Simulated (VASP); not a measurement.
Band structure of Ho (hcp). Level of theory: r2SCAN meta-GGA, VASP's PBE PAW potentials (set 64) (plane waves; VASP).

The 4f electrons are frozen in the core of the lanthanide potential, so 4f levels, which can set the real gap, and their magnetism are missing.

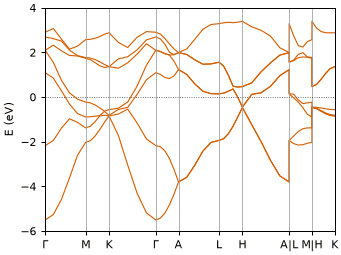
Figure. Bands along high-symmetry lines, zero at the valence-band maximum or, without a gap, the Fermi level

### Question
Read the plot: is there a gap, and where are the band edges?

### Answer
It has no gap at this level: it comes out as a metal or semimetal.

The compound is Ho in the hcp structure. It was relaxed first.
